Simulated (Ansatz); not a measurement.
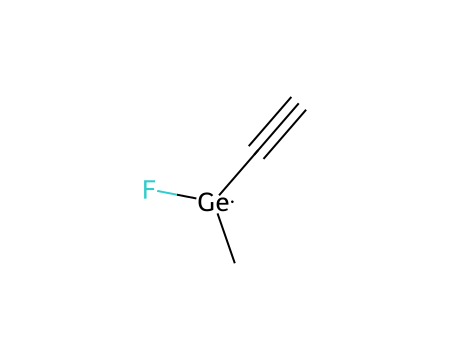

2D structure. Charge 0, doublet.

Question: Transcribe the drawing into SMILES.

Answer: C#[C][Ge]([CH3])[F]

Question: What is the molecular formula?

Answer: C3H4FGe.

Question: An optimisation with PBE0-D4/def2-TZVP gave a structure of which point group?

Answer: C1.

The parts below concern this one geometry. Atoms keep their numbers from picture to picture. The computed structure is the end point of a PBE0-D4/def2-TZVP optimisation.

Vibrations

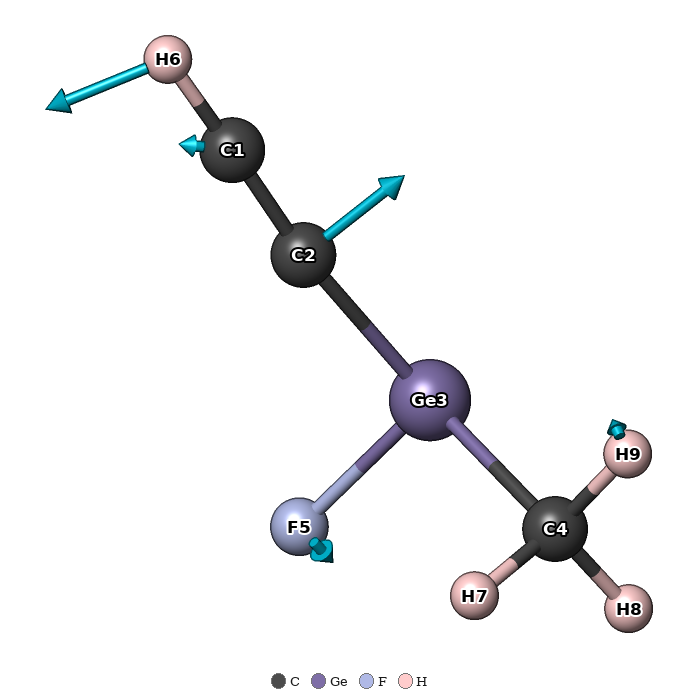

The arrows show one normal mode. Harmonic vibrations computed with UKS PBE0-D4/def2-TZVP (Ansatz 0.2.0) at a stationary point of the same level.

Question: What kind of motion is it?

Answer: Mostly C–Ge–F bending.

Question: At what wavenumber does it lie?

Answer: 311 cm⁻¹; it is mode 6 of 21 counted from the lowest.

Levels of theory compared

Program: Ansatz 0.2.0.

Compare dipole (D), HOMO energy (eV) at these levels: B3LYP-D4/def2-TZVPP; PBE-D4/def2-TZVPP; r2SCAN-D4/def2-TZVPP; ωB97M-V/def2-TZVPP.

```csv
level,dipole (D),HOMO energy (eV)
B3LYP-D4/def2-TZVPP,2.53,−6.13
PBE-D4/def2-TZVPP,2.39,−5.22
r2SCAN-D4/def2-TZVPP,2.49,−5.59
ωB97M-V/def2-TZVPP,2.52,−8.38
```

Thermal motion

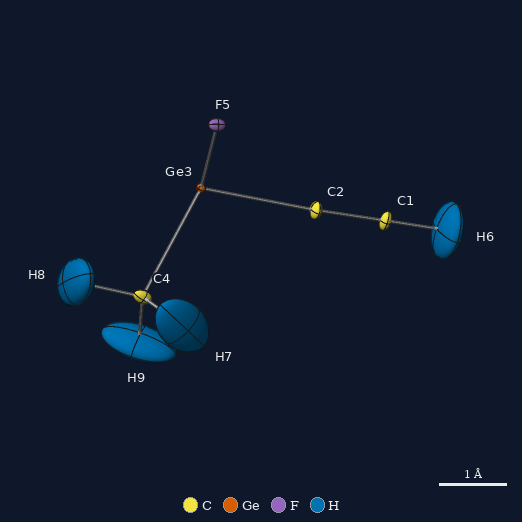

Displacement ellipsoids at the 50 % level, enlarged 1.5 times, from the internal vibrations of the free molecule (harmonic, no overall translation or rotation; no half-axis is drawn under 0.075 Å). Vibrations computed with UKS PBE0-D4/def2-TZVP (Ansatz 0.2.0). Temperature: 0 K (zero-point motion alone).

Question: Which atom has the largest mean-square displacement?

Answer: H8, with U_eq = 0.0324 Å².

Question: Does H7 move more along its bond or across it?

Answer: Across it: the root-mean-square amplitude is 0.082 Å along the bond and up to 0.259 Å across, since bending and torsion are softer than stretching.

Give the displacement parameters, one line for each set of equivalent atoms.

```json
{"atom": "C1", "U_eq (Å²)": "0.0030", "rms amplitudes (Å)": "0.040, 0.053, 0.068"}
{"atom": "C2", "U_eq (Å²)": "0.0030", "rms amplitudes (Å)": "0.038, 0.061, 0.062"}
{"atom": "Ge3", "U_eq (Å²)": "0.00035", "rms amplitudes (Å)": "0.016, 0.017, 0.022"}
{"atom": "C4", "U_eq (Å²)": "0.0029", "rms amplitudes (Å)": "0.039, 0.048, 0.070"}
{"atom": "F5", "U_eq (Å²)": "0.0022", "rms amplitudes (Å)": "0.032, 0.043, 0.060"}
{"atom": "H6", "U_eq (Å²)": "0.0255", "rms amplitudes (Å)": "0.079, 0.181, 0.193"}
{"atom": "H7", "U_eq (Å²)": "0.0323", "rms amplitudes (Å)": "0.081, 0.153, 0.259"}
{"atom": "H8", "U_eq (Å²)": "0.0324", "rms amplitudes (Å)": "0.094, 0.154, 0.255"}
{"atom": "H9", "U_eq (Å²)": "0.0323", "rms amplitudes (Å)": "0.087, 0.150, 0.258"}
```
